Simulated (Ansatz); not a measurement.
ClGaH$_{2}$

Input file:

```
crystal:
  periodic: [false, false, false]
  atoms:
    - { symbol: Ga, position_ang: [0.303356, 0.0, -0.025292] }
    - { symbol: Cl, position_ang: [1.058619, 0.0, 2.043458] }
    - { symbol: H, position_ang: [1.788536, 0.0, -0.468712] }
    - { symbol: H, position_ang: [-1.192911, 0.0, -0.419254] }
basis:
  gaussian: { orbitals: def2-SVP }
hamiltonian:
  xc: pbe0
relax:
  f_tol: 0.03
  max_steps: 50
output:
  orbitals: {}
```

Command:

```sh
ansatz run input.yaml --threads 1 --pin off --max-ram 2048MiB --backend cpu --events-out ev --progress --plain --runs-dir out
```

The fields are those of the relaxed geometry.

All numbers below come from Ansatz 0.2.0, RKS PBE0/def2-SVP.

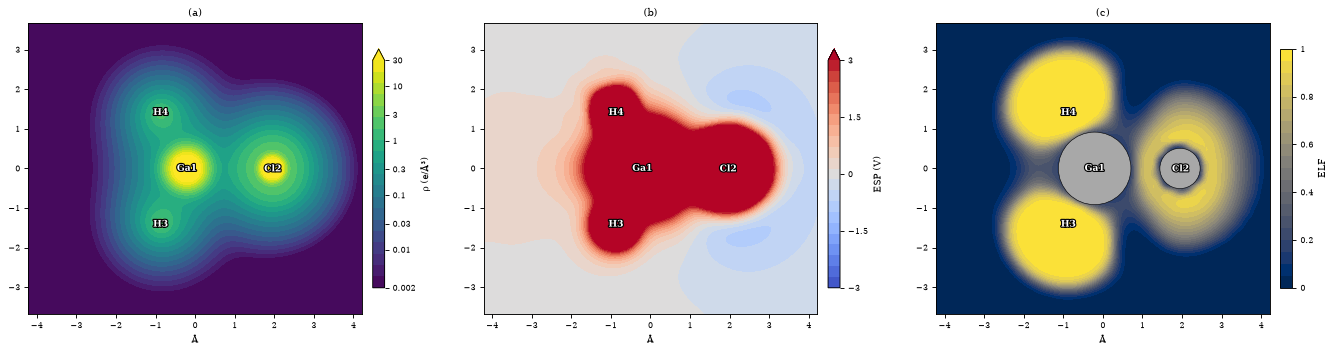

Figure 1. (a) total electron density; (b) molecular electrostatic potential; (c) ELF on the molecular plane. Grey discs cover the atomic cores in the ELF map.

Interpret the plot.

Answer.
- Atoms in the plane: Ga, Cl and H.
- Ga–Cl (2.16 Å): ρ is about 0.67 e/Å³ halfway; the ELF peaks at about 0.85 in the valence shell of Cl, 0.8 Å from its nucleus, and is about 0.55 at the midpoint.
- Ga–H (1.56 Å): the density is about 1 e/Å³ at the midpoint; the ELF climbs to about 1 towards the hydrogen.
- The ELF also peaks beside Cl2, away from the bonds: lone-pair regions.
- Outside the dense part of the molecule the potential is most negative (−0.8 V) near Cl2.

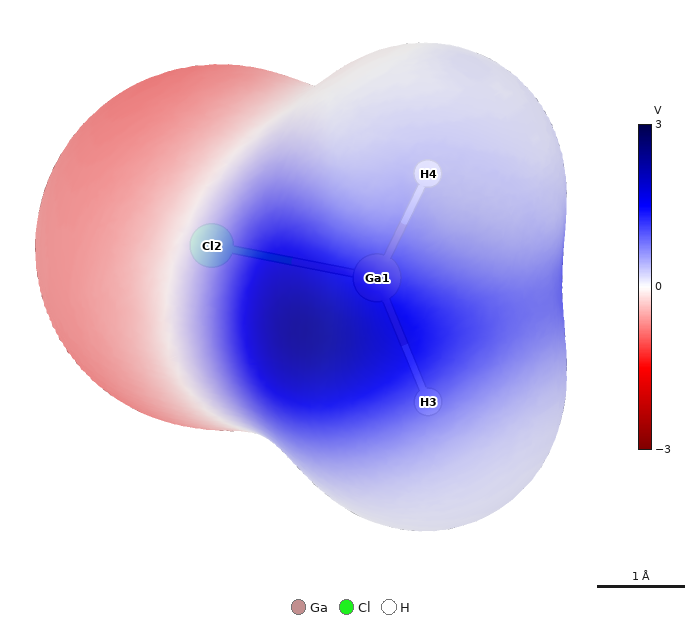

Figure 2. The electrostatic potential painted on the density surface at 0.001 e/bohr³, seen at a tilt; the colour scale runs from red (negative) to blue (positive).

Where is the surface potential most negative and most positive?

Answer. The most negative region (about −0.7 V) lies over Cl2, the most positive (about +2.2 V) over Ga1.

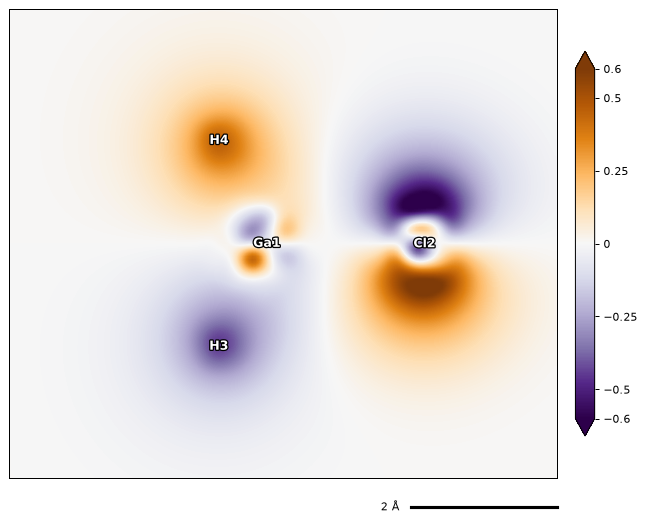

Figure 3. The HOMO on the molecular plane (values in Å⁻³ᐟ²; the overall sign is arbitrary).

Describe this orbital and give its energy.

Answer. Its weight (Hirshfeld) is mainly on Cl2 (about 60 %), Ga1 (about 15 %), H3 (about 10 %) and H4 (about 10 %); it is symmetric in the molecular plane (an in-plane orbital: σ, lone-pair or in-plane π type). Its energy is −8.32 eV.
